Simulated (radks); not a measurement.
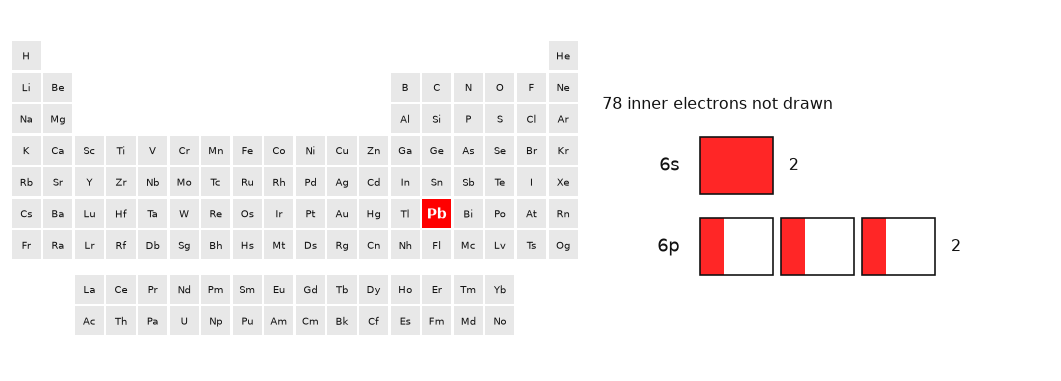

Figure 1. Left, the place of lead in the periodic table; right, the outer shells as the input fills them: a box for each of the 2l + 1 orbitals, shaded by the share of the shell that is filled, with the electron count at the right.

Pb: atomic calculation

System: the neutral lead atom in the configuration [Xe] 4f14 5d10 6s2 6p2 (high spin).
Method: scalar-relativistic Kohn-Sham, LDA (Slater exchange, Perdew-Wang correlation), spin-polarised, spherical densities, finite nucleus (the in-house radial solver radks).

## The program's output
```
1s      1   1.0000       -3234.11947678
2s      1   1.0000        -578.56266649
2p      1   3.0000        -496.70836189
3s      1   1.0000        -138.87234067
3p      1   3.0000        -115.38901339
3d      1   5.0000         -91.33013830
4s      1   1.0000         -31.40707769
4p      1   3.0000         -23.70466335
4d      1   5.0000         -14.76782108
4f      1   7.0000          -4.89349828
5s      1   1.0000          -5.29950277
5p      1   3.0000          -3.15595691
5d      1   5.0000          -0.78191018
6s      1   1.0000          -0.46290618
6p      1   2.0000          -0.14913599
1s      2   1.0000       -3234.11873781
2s      2   1.0000        -578.56241131
2p      2   3.0000        -496.70791045
3s      2   1.0000        -138.87193622
3p      2   3.0000        -115.38856497
3d      2   5.0000         -91.32975287
4s      2   1.0000         -31.40643667
4p      2   3.0000         -23.70395809
4d      2   5.0000         -14.76703786
4f      2   7.0000          -4.89261970
5s      2   1.0000          -5.29779617
5p      2   3.0000          -3.15390259
5d      2   5.0000          -0.77465579
6s      2   1.0000          -0.43188702
6p      2   0.0000          -0.11299623
Etot -20864.886171347596
Ekin 23559.01137073591
Encl -52087.83484049891
Eh 8039.124218813409
Exc -375.1869203980047
err 1.2466319280930285e-08
it 15
```

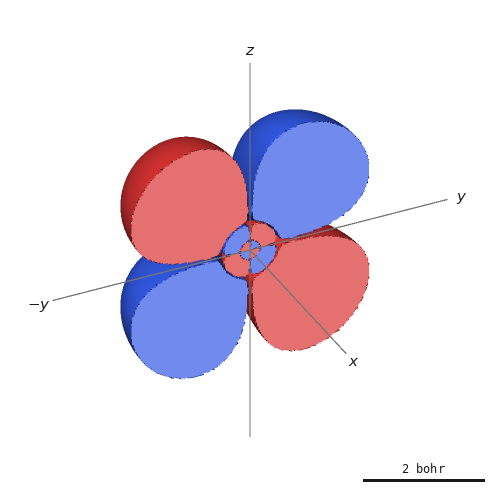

Figure 2. The 5d(yz) orbital of down spin. The radial function comes from the spherical calculation and is multiplied by a real spherical harmonic; the overall sign is chosen so that the largest lobe of P(r) is positive; at the scalar-relativistic level it is the large component. The surface of constant |ψ| that holds about 95 % of the electron is drawn, blue where ψ is positive and red where it is negative, with the half in front of the yz plane cut away and the cut face painted. It has the nodal planes xy and xz and 2 radial nodes, at r = 0.183 and 0.523 bohr. The outermost maximum of P² lies at 1.07 bohr, ⟨r⟩ = 1.30 bohr, 90 % of the charge lies within 1.98 bohr, and the eigenvalue is −21.1 eV, with 5 electrons in the shell for this spin.

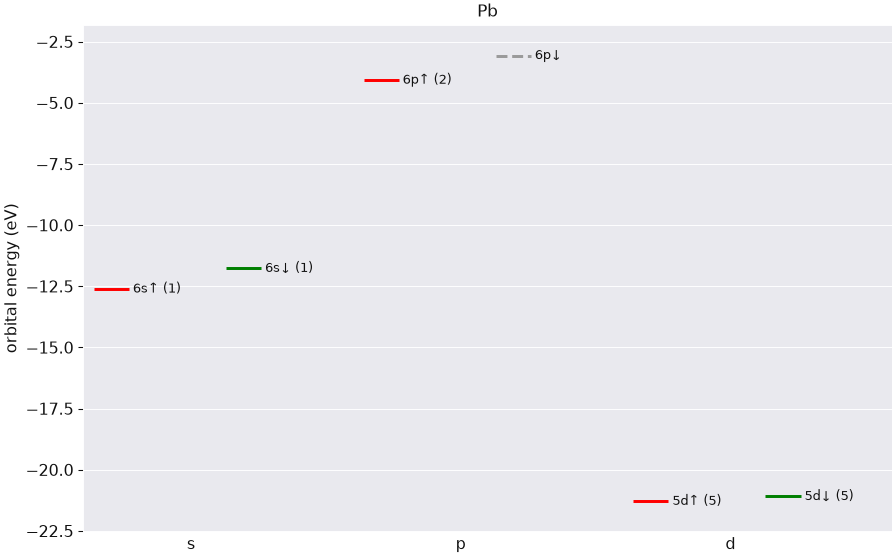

Figure 3. The outer levels are drawn by angular momentum (occupations in brackets, up spins at the left of each column and down spins at the right, empty levels dashed). The highest occupied level is 6p up at −4.06 eV. From the top down the occupied levels run 6p up (−4.06 eV), 6s down (−11.8 eV), 6s up (−12.6 eV), 5d down (−21.1 eV), 5d up (−21.3 eV). The lowest empty level drawn is 6p down at −3.07 eV. The largest exchange splitting (down less up) among the shells drawn in both spins is that of 6p, 0.983 eV.

## The input
```
Z 82
configuration [Hg] 6p2
relativity scalar-relativistic
functional lda,pw
spin polarised
nucleus finite rms 5.5012 fm
c 137.035999084
response adiabatic LDA kernel
```

Energies in input and log are in hartree, lengths in bohr (the nuclear radius in fm).

## Results in brief

```
                       quantity                      value
                        outcome                  converged
                   total energy        −20864.8862 hartree
                 kinetic energy         23559.0114 hartree
        electron–nucleus energy        −52087.8348 hartree
                 Hartree energy          8039.1242 hartree
    exchange–correlation energy        −375.186920 hartree
radius at density 0.001 e/bohr³                  4.74 bohr
                 SCF iterations                         15
                       hardware  1 CPU thread, shared host
                      wall time                      1.9 s
```
